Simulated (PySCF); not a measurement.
```yaml
atoms:
  - { symbol: H, position_ang: [0.0000, 0.0000, -0.9655] }
  - { symbol: N, position_ang: [0.0000, 0.0000, 0.0695] }
```

Method: PBE0/def2-TZVPPD, non-relativistic Hamiltonian with scalar-relativistic core potentials where named, at a bond length of 1.035 Å (PySCF).

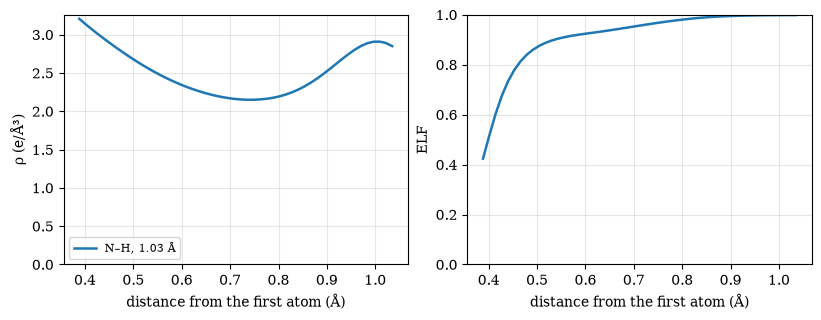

NH (charge −1, doublet). Total electron density and electron localisation function along straight lines between neighbouring atoms. The curves leave out the atomic cores.

Q: What kind of bonding do the profiles show?

A: N–H (1.03 Å): ρ at the midpoint is about 2.6 e/Å³; the ELF climbs to about 1 towards the hydrogen, as it does in any bond to H; an ordinary covalent bond to hydrogen.
